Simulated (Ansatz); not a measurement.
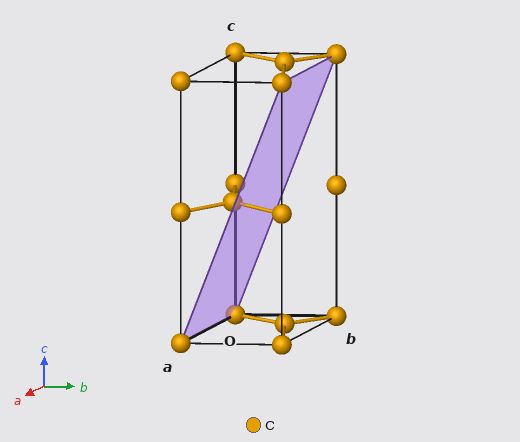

Every member of one family of equally spaced planes, hx + ky + lz = a whole number, that cuts the unit cell is shaded (one member passes through the origin O). Crystal: C, a calculation's input that goes back to an entry of the Crystallography Open Database (an earlier step may have relaxed or displaced it). Geometry calculated from the standardised cell; symmetry tolerance 0.002 Å.

a = 2.470 Å, b = 2.470 Å, c = 6.790 Å, α = 90.00°, β = 90.00°, γ = 120.00°.

Index the planes.

Answer. (0 1 −1), in four indices (0 1 −1 −1); the opposite sign names the same planes. The member next to the origin meets the axes a never, b at 1, c at −1.

What is the spacing?

Answer. d = 2.040 Å.

Which atoms of the cell lie in these planes (within 0.03 Å)?

Answer. 1 of the 4 C.
